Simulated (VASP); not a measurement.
Band structure of CrO₂ (rutile). These are PBE GGA with D3 dispersion (Becke-Johnson damping), VASP's PBE PAW potentials (set 64) (plane waves; VASP) values and carry that method's errors.

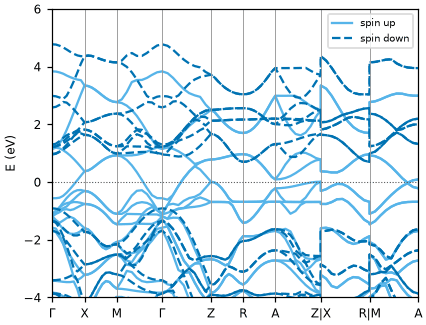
Bands along high-symmetry lines, zero at the valence-band maximum or, without a gap, the Fermi level

Problem. Read the plot: is there a gap, and where are the band edges?

Solution. It has no gap at this level: it comes out as a metal or semimetal. (Edges off the drawn lines would not show.)

The compound is CrO2 in the rutile structure. It was relaxed first.
